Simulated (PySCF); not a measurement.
**AlCNCl2 (AlCl2(CN)), step by step**

Wanted: a structure relaxation (PW91-D4/cc-pCVDZ), then the energy (CCSD(T)/cc-pVDZ), then the vertical excitations (ADC(2)/def2-mTZVP) of AlCNCl2 (AlCl2(CN)). Input form: a Python script.

The results are computed with PySCF 2.14.0.

1 further run of the same task is left out (for a faulty analytic Hessian).

### 1 The structure to begin with

AlCNCl2: 5 atoms, total charge 0, spin state singlet. As SMILES, `N#[C][Al]([Cl])[Cl]`. All atoms were displaced at random from a relaxed shape. The run starts from this shape.

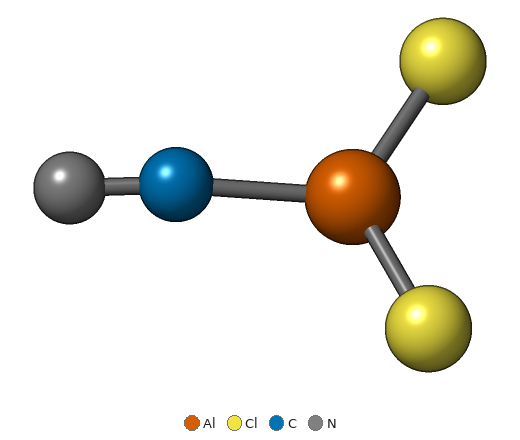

Viewed from a chosen angle; aluminium orange, chlorine yellow, carbon blue, nitrogen grey.

### 2 A structure relaxation at PW91-D4/cc-pCVDZ (run 1)

calc.py

```python
from pyscf import gto, dft
from pyscf.geomopt.geometric_solver import kernel as optimise

mol = gto.M(
    atom='''
Al       0.263207       0.565197      -0.101623
Cl       2.281811       0.447059       0.052453
Cl      -0.808661       2.257548       0.050549
C       -0.690492      -1.151834       0.006510
N       -1.225243      -2.200615      -0.083138
''',
    spin=0,
    verbose=4,
    basis='cc-pcvdz',
    max_memory=1860,
)

myscf = dft.RKS(mol, xc='pw91')
myscf.disp = 'd4'
converged, mol_eq = optimise(myscf, maxsteps=100)
print('converged:', converged)
print(mol_eq.tostring())

myscf.reset(mol_eq)
mol = mol_eq
myscf.kernel()
energy = myscf.e_tot
print('E(%s) = %.9f' % ('PW91', energy))
```

The run is started by

```console
OMP_NUM_THREADS=1 python calc.py
```

Log:

```text
PySCF version 2.14.0

[INPUT] num. atoms = 5
[INPUT] num. electrons = 60
[INPUT] charge = 0
[INPUT] spin (= nelec alpha-beta = 2S) = 0
[INPUT] symmetry False subgroup None
[INPUT] Mole.unit = angstrom
[INPUT] Symbol           X                Y                Z      unit          X                Y                Z       unit  Magmom
[INPUT]  1 Al     0.263207000000   0.565197000000  -0.101623000000 AA    0.497389144068   1.068067536426  -0.192039637957 Bohr   0.0
[INPUT]  2 Cl     2.281811000000   0.447059000000   0.052453000000 AA    4.311997858020   0.844819071522   0.099121804412 Bohr   0.0
[INPUT]  3 Cl    -0.808661000000   2.257548000000   0.050549000000 AA   -1.528147817617   4.266147433060   0.095523765871 Bohr   0.0
[INPUT]  4 C     -0.690492000000  -1.151834000000   0.006510000000 AA   -1.304840771203  -2.176650800962   0.012302117071 Bohr   0.0
[INPUT]  5 N     -1.225243000000  -2.200615000000  -0.083138000000 AA   -2.315373706040  -4.158559655610  -0.157108050544 Bohr   0.0

[... 35 lines left out ...]
> Will converge when all 5 criteria are reached:
[... 85 lines left out ...]
converged SCF energy = -1255.76181079615
[... 90 lines left out ...]
converged SCF energy = -1255.76775721973
[... 179 lines left out ...]
converged SCF energy = -1255.76908715306
[... 175 lines left out ...]
converged SCF energy = -1255.769204461
[... 171 lines left out ...]
converged SCF energy = -1255.76920991707
[... 102 lines left out ...]
Converged! =D
[... 68 lines left out ...]
converged SCF energy = -1255.76921025212
E(PW91) = -1255.769210252
```

Run time: 7.5 min. Hardware: 1 thread of Intel Xeon at 2.50GHz (Skylake/Cascade Lake), shared host; peak memory 1.2 GiB.

Step by step:

| step | energy from the first frame kept (eV) | largest force (eV/Å) |
| --- | --- | --- |
| 0 | 0.0000 | 2.2785 |
| 1 | -0.1618 | 0.9385 |
| 2 | -0.1946 | 0.2355 |
| 3 | -0.1980 | 0.0835 |
| 4 | -0.1989 | 0.0769 |
| 5 | -0.2012 | 0.0554 |
| 6 | -0.2013 | 0.0328 |
| 7 | -0.2013 | 0.0150 |
| 8 | -0.2013 | 0.0085 |

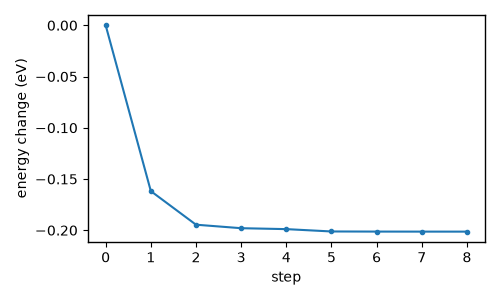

Energy along the run.

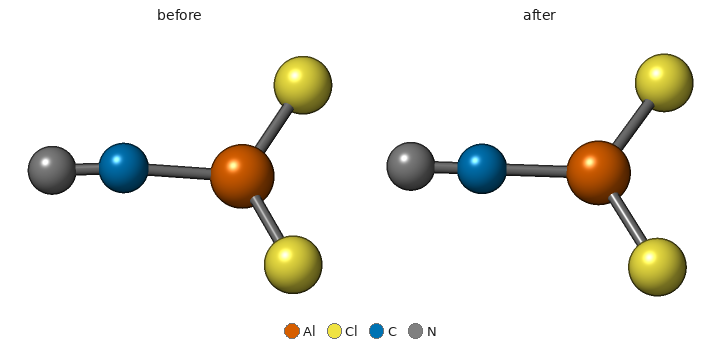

Before and after, at one scale.

After the run. Bond lengths: Al1–Cl2 2.105 Å, Al1–Cl3 2.105 Å, Al1–C4 1.925 Å, C4–N5 1.175 Å. Angles: Cl2–Al1–Cl3 121.5°, Cl2–Al1–C4 119.3°, Cl3–Al1–C4 119.2°, Al1–C4–N5 179.9°.

### 3 A single-point energy at CCSD(T)/cc-pVDZ (run 3)

job.py

```python
from pyscf import gto, scf, cc

mol = gto.Mole()
mol.atom = '''
Al       0.270600       0.503226      -0.001338
Cl       2.375111       0.492884       0.024380
Cl      -0.819521       2.303316       0.021020
C       -0.679891      -1.169974      -0.046685
N       -1.260904      -2.190913      -0.073326
'''
mol.spin = 0
mol.basis = 'cc-pvdz'
mol.verbose = 3
mol.max_memory = 1860
mol.charge = 0
mol.build()

mf = scf.RHF(mol)
mf.kernel()

mycc = cc.CCSD(mf, frozen=17)
mycc.kernel()
e_t = mycc.ccsd_t()
e_tot = mycc.e_tot + e_t
print(f'total energy: {e_tot:.8f} hartree')
mf.analyze()
```

The run is started by

```console
OMP_NUM_THREADS=1 python job.py
```

Log:

```text
converged SCF energy = -1253.40667950445
E(CCSD) = -1254.031516821899  E_corr = -0.6248373174503239
CCSD(T) correction = -0.0208744572413632
total energy: -1254.05239128 hartree
**** MO energy ****
MO #1   energy= -104.852931948594  occ= 2
MO #2   energy= -104.852855545983  occ= 2
MO #3   energy= -58.6134072911031  occ= 2
MO #4   energy= -15.6175590518826  occ= 2
MO #5   energy= -11.2801140036347  occ= 2
MO #6   energy= -10.5807926311787  occ= 2
MO #7   energy= -10.5807213692695  occ= 2
MO #8   energy= -8.04764994032828  occ= 2
MO #9   energy= -8.0475786995113   occ= 2
MO #10  energy= -8.04553658001016  occ= 2
MO #11  energy= -8.04546549155624  occ= 2
MO #12  energy= -8.0453424532145   occ= 2
MO #13  energy= -8.04527097694139  occ= 2
MO #14  energy= -5.02041580749434  occ= 2
MO #15  energy= -3.33612611356075  occ= 2
MO #16  energy= -3.33521179379784  occ= 2
MO #17  energy= -3.33440786864208  occ= 2
MO #18  energy= -1.22821324657131  occ= 2
MO #19  energy= -1.1177826695927   occ= 2
MO #20  energy= -1.10571580146283  occ= 2
MO #21  energy= -0.724966561607274 occ= 2
MO #22  energy= -0.602298870487784 occ= 2
MO #23  energy= -0.559138827153885 occ= 2
MO #24  energy= -0.550632041217854 occ= 2
MO #25  energy= -0.511356719006132 occ= 2
MO #26  energy= -0.501248355377275 occ= 2
MO #27  energy= -0.493575070605876 occ= 2
MO #28  energy= -0.492372434031267 occ= 2
MO #29  energy= -0.485427791027739 occ= 2
MO #30  energy= -0.477822417049081 occ= 2
MO #31  energy= 0.0219678521729612 occ= 0
MO #32  energy= 0.0716683392483897 occ= 0
MO #33  energy= 0.100882983846948  occ= 0
MO #34  energy= 0.172362503269377  occ= 0
MO #35  energy= 0.187359655806742  occ= 0
MO #36  energy= 0.222409597383258  occ= 0
MO #37  energy= 0.224957332692753  occ= 0
MO #38  energy= 0.288794385118811  occ= 0
MO #39  energy= 0.295146369866017  occ= 0
MO #40  energy= 0.367421248715867  occ= 0
MO #41  energy= 0.38103457497514   occ= 0
MO #42  energy= 0.429350470659105  occ= 0
MO #43  energy= 0.47191373029422   occ= 0
MO #44  energy= 0.495422215984402  occ= 0
MO #45  energy= 0.531144239205851  occ= 0
MO #46  energy= 0.64944679217091   occ= 0
MO #47  energy= 0.726560467150778  occ= 0
MO #48  energy= 0.730029796101128  occ= 0
MO #49  energy= 0.752579173363941  occ= 0
MO #50  energy= 0.763668018289812  occ= 0
MO #51  energy= 0.804543179917545  occ= 0
MO #52  energy= 0.828757184378287  occ= 0
MO #53  energy= 0.83024009918324   occ= 0
MO #54  energy= 0.869266382670234  occ= 0
MO #55  energy= 0.899469101010386  occ= 0
MO #56  energy= 0.955220262716574  occ= 0
MO #57  energy= 0.957028317972598  occ= 0
MO #58  energy= 0.965647889609691  occ= 0
MO #59  energy= 0.9775249058153    occ= 0
MO #60  energy= 0.99518073737699   occ= 0
MO #61  energy= 1.00519231330423   occ= 0
MO #62  energy= 1.02061721331868   occ= 0
MO #63  energy= 1.06309247541678   occ= 0
MO #64  energy= 1.07816974784219   occ= 0
MO #65  energy= 1.07953056781844   occ= 0
MO #66  energy= 1.09714596534155   occ= 0
MO #67  energy= 1.15482716860812   occ= 0
MO #68  energy= 1.26860580964263   occ= 0
MO #69  energy= 1.30923001957755   occ= 0
MO #70  energy= 1.34277044890855   occ= 0
MO #71  energy= 1.35982364541171   occ= 0
MO #72  energy= 1.46420087237533   occ= 0
MO #73  energy= 1.49786590976155   occ= 0
MO #74  energy= 1.60097503639141   occ= 0
MO #75  energy= 1.6889713424995    occ= 0
MO #76  energy= 1.78339421391336   occ= 0
MO #77  energy= 2.17429947247336   occ= 0
MO #78  energy= 2.17718043841214   occ= 0
MO #79  energy= 2.6414743449004    occ= 0
MO #80  energy= 2.69611462594067   occ= 0
MO #81  energy= 2.71261517087389   occ= 0
MO #82  energy= 3.15592674219941   occ= 0
 ** Mulliken atomic charges  **
charge of    0Al =      0.97311
charge of    1Cl =     -0.31460
charge of    2Cl =     -0.31468
charge of    3C =     -0.20704
charge of    4N =     -0.13679
Dipole moment(X, Y, Z, Debye):  0.97217,  1.70106,  0.04562
```

It took 23 s on 1 thread of Intel Xeon at 2.50GHz (Skylake/Cascade Lake), shared host; peak memory 0.3 GiB.

### 4 The excited states at ADC(2)/def2-mTZVP (root kind ee) (run 4)

calc.py

```python
from pyscf import gto, scf, adc

mol = gto.M(
    atom='''
Al       0.270600       0.503226      -0.001338
Cl       2.375111       0.492884       0.024380
Cl      -0.819521       2.303316       0.021020
C       -0.679891      -1.169974      -0.046685
N       -1.260904      -2.190913      -0.073326
''',
    basis='def2-mtzvp',
    max_memory=1860,
    charge=0,
    verbose=4,
    spin=0,
)

mf = scf.RHF(mol)
mf.kernel()

myadc = adc.ADC(mf, frozen=17)
myadc.method = 'adc(2)'

myadc.method_type = 'ee'
e, vec, osc, x = myadc.kernel(nroots=3)

roots = e * 27.211386
print('root  energy (eV)  strength')
for i, (w, f) in enumerate(zip(roots, osc), 1):
    print('%3d %10.4f %10.5f' % (i, w, f))
```

The run is started by

```console
OMP_NUM_THREADS=1 python calc.py
```

Log:

```text
PySCF version 2.14.0

[INPUT] num. atoms = 5
[INPUT] num. electrons = 60
[INPUT] charge = 0
[INPUT] spin (= nelec alpha-beta = 2S) = 0
[INPUT] symmetry False subgroup None
[INPUT] Mole.unit = angstrom
[INPUT] Symbol           X                Y                Z      unit          X                Y                Z       unit  Magmom
[INPUT]  1 Al     0.270600000000   0.503226000000  -0.001338000000 AA    0.511359889307   0.950959318760  -0.002528453555 Bohr   0.0
[INPUT]  2 Cl     2.375111000000   0.492884000000   0.024380000000 AA    4.488309305442   0.931415771180   0.046071522917 Bohr   0.0
[INPUT]  3 Cl    -0.819521000000   2.303316000000   0.021020000000 AA   -1.548670243330   4.352636418329   0.039722043138 Bohr   0.0
[INPUT]  4 C     -0.679891000000  -1.169974000000  -0.046685000000 AA   -1.284807784557  -2.210930432862  -0.088221864125 Bohr   0.0
[INPUT]  5 N     -1.260904000000  -2.190913000000  -0.073326000000 AA   -2.382763229369  -4.140225532749  -0.138566057810 Bohr   0.0

[... 50 lines left out ...]
converged SCF energy = -1253.43913247803
[... 1 line left out ...]
******** <class 'pyscf.adc.radc.RADC'> ********
******** ADC Orbital Information ********
Number of Frozen Occupied Orbitals: 17
Number of Frozen Virtual Orbitals: 0
Number of Active Occupied Orbitals: 13
Number of Active Virtual Orbitals: 74
*****************************************
Reference correlation energy (doubles): -0.61827415
MP2 correlation energy of reference state (a.u.) = -0.61827415

******** <class 'pyscf.adc.radc_ee.RADCEE'> ********
max_space = 12
max_cycle = 50
conv_tol = 1e-08

*************************************************************
        ADC calculation summary (singlet states only)
*************************************************************
adc(2) root 0  |  Energy (Eh) =   0.2528765871  |  Energy (eV) =   6.88112243  |  Osc. strength = 0.00000013  |  conv = True
adc(2) root 1  |  Energy (Eh) =   0.2558729818  |  Energy (eV) =   6.96265848  |  Osc. strength = 0.00298602  |  conv = True
adc(2) root 2  |  Energy (Eh) =   0.2668360645  |  Energy (eV) =   7.26097915  |  Osc. strength = 0.00000007  |  conv = True
root  energy (eV)  strength
  1     6.8811    0.00000
  2     6.9627    0.00299
  3     7.2610    0.00000
```

Wall time 83 s (1 thread of Intel Xeon at 2.50GHz (Skylake/Cascade Lake), shared host); peak memory 1.1 GiB.

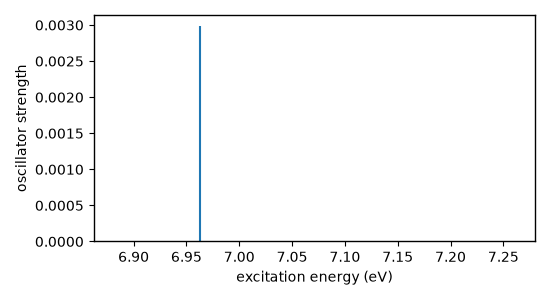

Vertical excitations as sticks.

The roots found:

| excited state | energy (eV) | strength |
| --- | --- | --- |
| 1 | 6.881 | 0.0000 |
| 2 | 6.963 | 0.0030 |
| 3 | 7.261 | 0.0000 |

### 5 Results

```
                                                              quantity           value
                      run 1, PW91-D4/cc-pCVDZ: total energy at the end  -1255.76921 Eh
                                run 1, PW91-D4/cc-pCVDZ: dipole moment          1.88 D
                                  run 1, PW91-D4/cc-pCVDZ: HOMO energy        -8.35 eV
                                  run 1, PW91-D4/cc-pCVDZ: LUMO energy        -3.25 eV
                                run 1, PW91-D4/cc-pCVDZ: HOMO–LUMO gap         5.10 eV
                            run 1, PW91-D4/cc-pCVDZ: dispersion energy   -11.16 kJ/mol
                                  run 3, CCSD(T)/cc-pVDZ: total energy  -1254.05239 Eh
          run 3, CCSD(T)/cc-pVDZ: dipole moment (Hartree–Fock density)          1.96 D
           run 3, CCSD(T)/cc-pVDZ: HOMO energy (Hartree–Fock orbitals)       -13.00 eV
           run 3, CCSD(T)/cc-pVDZ: LUMO energy (Hartree–Fock orbitals)         0.60 eV
         run 3, CCSD(T)/cc-pVDZ: HOMO–LUMO gap (Hartree–Fock orbitals)        13.60 eV
  run 3, CCSD(T)/cc-pVDZ: correlation energy (17 core orbitals frozen)      -645.7 mEh
                                run 3, CCSD(T)/cc-pVDZ: (T) correction      -20.87 mEh
                                 run 3, CCSD(T)/cc-pVDZ: T1 diagnostic           0.012
        run 4, ADC(2)/def2-mTZVP: dipole moment (Hartree–Fock density)          1.88 D
         run 4, ADC(2)/def2-mTZVP: HOMO energy (Hartree–Fock orbitals)       -13.11 eV
         run 4, ADC(2)/def2-mTZVP: LUMO energy (Hartree–Fock orbitals)         0.39 eV
       run 4, ADC(2)/def2-mTZVP: HOMO–LUMO gap (Hartree–Fock orbitals)        13.50 eV
run 4, ADC(2)/def2-mTZVP: correlation energy (17 core orbitals frozen)      -618.3 mEh
                    run 4, ADC(2)/def2-mTZVP: lowest excitation energy         6.88 eV
```

**Reading.** The optimisation (run 1, PW91-D4/cc-pCVDZ) took 8 steps and changed the energy by -0.201 eV. Mulliken charges (run 1, PW91-D4/cc-pCVDZ) run from -0.15 on Cl2 to +0.49 on Al1; they depend strongly on the basis. The triples (run 3, CCSD(T)/cc-pVDZ) make up 3.2 % of the correlation energy. The basis has no diffuse functions, so Rydberg states are missing or pushed up, and the true lowest state may lie lower.
